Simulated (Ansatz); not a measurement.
## C2H2O (ethenone): a line through the functionals

The species is C2H2O (5 atoms), meant as a singlet with charge 0. As SMILES, `C=C=O`. The shape is that of a PBE0-D4/def2-TZVP optimisation.

The HOMO–LUMO gap y, in eV, basis aug-cc-pVDZ; a is the functional's share of exact exchange. Programs: Ansatz 0.2.0.

| functional | program | a | y (eV) |
| --- | --- | --- | --- |
| revPBE | Ansatz | 0 | 3.78 |
| r2SCAN | Ansatz | 0 | 4.29 |
| B3LYP | Ansatz | 0.2 | 5.65 |
| r2SCAN0 | Ansatz | 0.25 | ? |
| PBE0 | Ansatz | 0.25 | 6.15 |
| BHLYP | Ansatz | 0.5 | 8.42 |

**Question.** Fit y = c + s·a to the known rows and predict r2SCAN0.

**Answer.** 
1. Means of the 5 rows: a = 0.1900, y = 5.658.
2. Σ(Δa)² = 0.172, Σ(Δa·Δy) = 1.5024, so the slope is 1.5024/0.172 = 8.7349.
3. Intercept: 5.658 − (8.7349) × 0.1900 = 3.998. The largest residual of the fit is 0.29.
4. r2SCAN0: 3.998 + (8.7349) × 0.25 = 6.18 eV.

The run gave 6.50 eV, so the prediction is off by -0.32 eV, about the scatter of the fit. Exact exchange lowers occupied levels and raises empty ones. The rows mix families of semi-local functionals, which the line can't see.

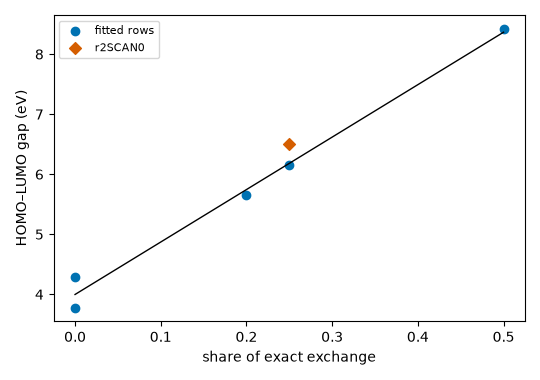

The fitted line, with the withheld row.
